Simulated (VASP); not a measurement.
Data:

```
CELL_PARAMETERS angstrom
      0.00000     2.51836     2.51836
      2.51836     0.00000     2.51836
      2.51836     2.51836     0.00000
ATOMIC_POSITIONS crystal
  Eu 0.00000 0.00000 0.00000
  O  0.50000 0.50000 0.50000
```

These are RPBE GGA, VASP's PBE PAW potentials (set 64) (plane waves; VASP 6.6.1) values and carry that method's errors. Run with 520 eV cut-off, 10×10×10 Γ-centred mesh, tetrahedra with Blöchl corrections, potentials Eu_2 O.

The 4f electrons are frozen in the core of the lanthanide potential, so 4f levels, which can set the real gap, and their magnetism are missing.

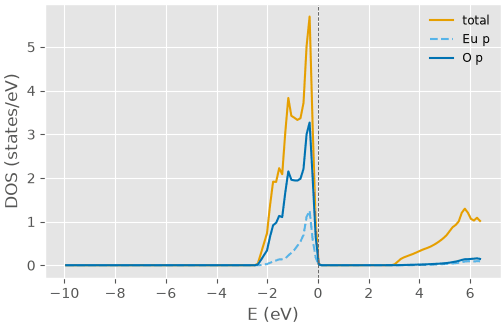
*Total and projected density of states, zero at the valence-band maximum*

Within 2 eV below the valence-band maximum the largest weight inside VASP's projection spheres is O p, then Eu d.

The gap is direct, 2.91 eV, from the valence maximum at X to the conduction minimum at X.

The compound is EuO in the rock salt structure. It was relaxed first, which changed the volume by -6 %.
